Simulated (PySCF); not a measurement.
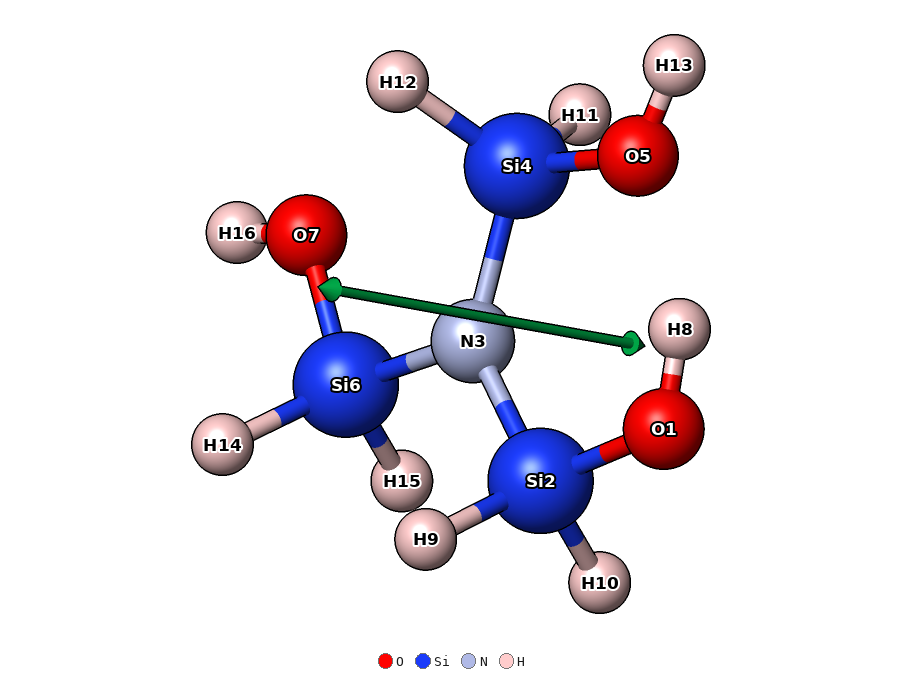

The double arrow shows the direction of the transition dipole to excited singlet state 7 (its length means nothing). The computed structure is the end point of a GFN2-xTB optimisation. No frequency run is at hand to confirm it as a minimum. Properties computed with TDDFT CAM-B3LYP/def2-SVPD, vertical, gas phase, core orbitals frozen in the response (PySCF 2.14.0).

### Where does the transition lie, and how strong is it?

7.85 eV (158 nm), oscillator strength 0.029, of mixed character, with the largest part HOMO → LUMO+3 (weight 0.19); transition dipole 0.99 D.

The geometry is semi-empirical. Around Si such bond lengths and angles can be off by a tenth of an ångström or more and by several degrees, and values that hang on the shape move with them.
